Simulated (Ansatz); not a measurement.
**Hf4: density, localisation and related maps**

Input

```
crystal:
  periodic: [false, false, false]
  atoms:
    - {symbol: Hf, position_ang: [-0.987597, -1.227739, -0.656299]}
    - {symbol: Hf, position_ang: [0.940539, 0.698107, -1.241571]}
    - {symbol: Hf, position_ang: [1.029407, -0.670497, 1.185039]}
    - {symbol: Hf, position_ang: [-0.982349, 1.200129, 0.712831]}
basis:
  gaussian: {orbitals: def2-TZVP, initial_orbitals: start.molden}
hamiltonian: {xc: pbe0, dispersion: d4}
scf: {omitted_lower_state_checks: [starts]}
output: {forces: true, orbitals: {seedname: orbitals}}
```

Run with:

```sh
ansatz run in.yaml --threads 4 --pin off --events-out ev --progress --plain --max-ram 3916MiB
```

Geometry: PBE-D4/def2-SVP; core potentials replace the inner electrons of Hf.

These are results of Ansatz 0.2.0, RKS PBE0-D4/def2-TZVP, not measurements.

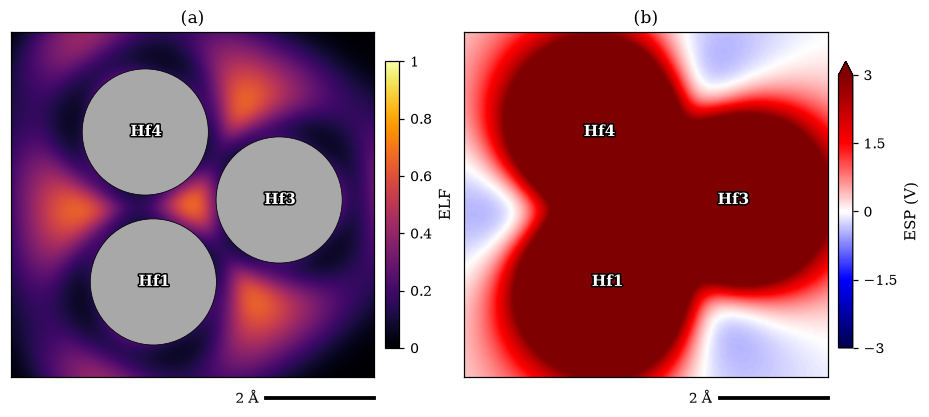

Figure 1. (a) electron localisation function; (b) molecular electrostatic potential on the plane of atoms Hf1, Hf4 and Hf3. Grey discs cover the atomic cores in the ELF map.

What does the map show?

The plane passes through Hf nuclei. Hf–Hf (2.79 Å): the ELF is about 0.20 at the midpoint. Outside the dense part of the molecule the potential is most negative (−0.4 V) near Hf1, Hf3 and Hf4.

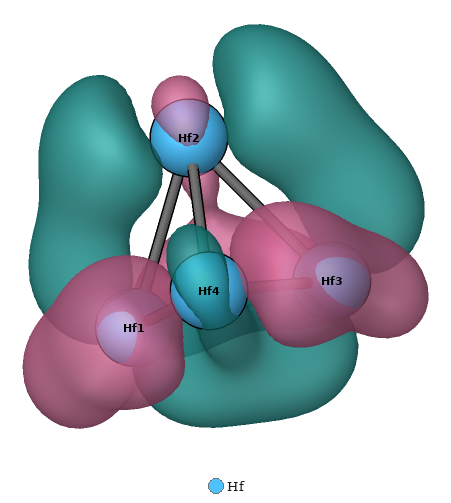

Figure 2. The HOMO at ±0.08 Å⁻³ᐟ² (teal and pink are the two phases), seen at a tilt.

Where does this orbital lie, and at what energy?

Its weight (Hirshfeld) is mainly on Hf1 (about 25 %), Hf2 (about 25 %), Hf3 (about 25 %) and Hf4 (about 25 %). It is one of a degenerate set, so its orientation is arbitrary. Its energy is −4.14 eV.

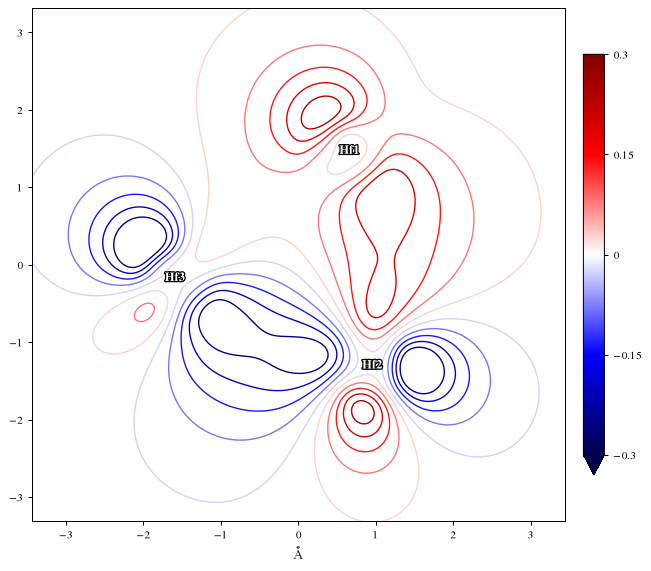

Figure 3. The LUMO on the plane of atoms Hf1, Hf2 and Hf3 (values in Å⁻³ᐟ²; the overall sign is arbitrary).

What is the character of this orbital?

By Hirshfeld shares it lies mainly on Hf1 (about 25 %), Hf2 (about 25 %), Hf3 (about 25 %) and Hf4 (about 25 %). It is one of a degenerate set, so its orientation is arbitrary. Its energy is −2.34 eV.
